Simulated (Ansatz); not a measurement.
CH₆F₂OSi₂ (SMILES FCO[SiH](F)[SiH3])

The calculation's input:

```
crystal:
  periodic: [false, false, false]
  atoms:
    - { symbol: F, position_ang: [-0.9702, -2.8419, 1.4533] }
    - { symbol: C, position_ang: [-1.1833, -1.8787, 0.4532] }
    - { symbol: O, position_ang: [-0.319, -0.8212, 0.7335] }
    - { symbol: Si, position_ang: [-0.2614, 0.5132, -0.2554] }
    - { symbol: F, position_ang: [-0.6697, -0.0398, -1.7452] }
    - { symbol: Si, position_ang: [1.6602, 1.6825, -0.2218] }
    - { symbol: H, position_ang: [-2.1988, -1.5483, 0.477] }
    - { symbol: H, position_ang: [-0.8996, -2.3464, -0.5034] }
    - { symbol: H, position_ang: [-1.4611, 1.3825, 0.2213] }
    - { symbol: H, position_ang: [2.64813, 1.08268, 0.6762] }
    - { symbol: H, position_ang: [1.39636, 3.07856, 0.21074] }
    - { symbol: H, position_ang: [2.28738, 1.76439, -1.59104] }
basis:
  gaussian: { orbitals: def2-SVP }
hamiltonian:
  xc: pbe
  dispersion: d4
relax:
  f_tol: 0.015
  max_steps: 40
output:
  orbitals: {}
```

Launched as:

```sh
ansatz run input.yaml --threads 2 --pin off --max-ram 3072MiB --backend cpu --events-out ev --progress --plain --runs-dir out
```

The fields are those of the relaxed geometry.

All numbers below come from RKS PBE-D4/def2-SVP (Ansatz 0.2.0).

Question: What will maps of the electron density and electron localisation function show?

Answer: Si–O (1.69 Å): ρ is about 1 e/Å³ halfway; the ELF peaks at about 0.95 between the atoms, as expected for a shared but strongly polarised pair.
Si–Si (2.34 Å): the density is about 0.66 e/Å³ at the midpoint; the ELF peaks at about 1 between the atoms; localised, covalent bonding.

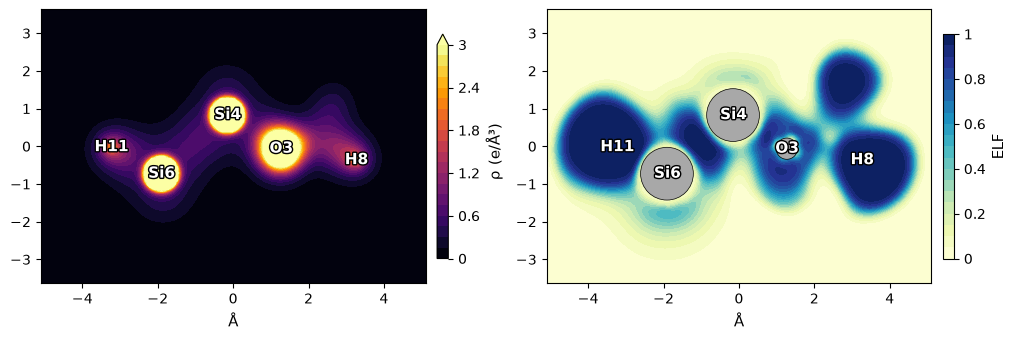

Computed electron density and electron localisation function on the plane of atoms Si4, Si6 and H11, in this order. Grey discs cover the atomic cores in the ELF map. 
